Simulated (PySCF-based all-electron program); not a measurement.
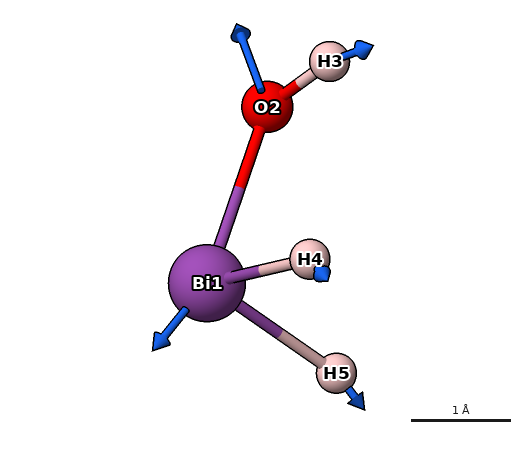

Arrows show the forces on the atoms, 1 Å of arrow for 1 eV/Å; forces under a tenth of the largest aren't drawn. Level of theory: PBE, all-electron, scalar-relativistic (Koelling-Harmon), large uncontracted Gaussian sets (PySCF-based all-electron program).

On which atom is the force largest, and how large is it?

On O2: 1.02 eV/Å.

Which bond do the forces act along most?

Bi1–O2, now 2.060 Å: the forces push its atoms apart, so a first step downhill lengthens it.

List the force components in the frame of the picture (x right, y up, z towards the viewer), in eV/Å.

```
atom     Fx     Fy     Fz
 Bi1  −0.35  −0.44   0.22
  O2  −0.25   0.69  −0.71
  H3   0.32   0.12   0.28
  H4   0.11  −0.13   0.21
  H5   0.18  −0.23   0.01
```
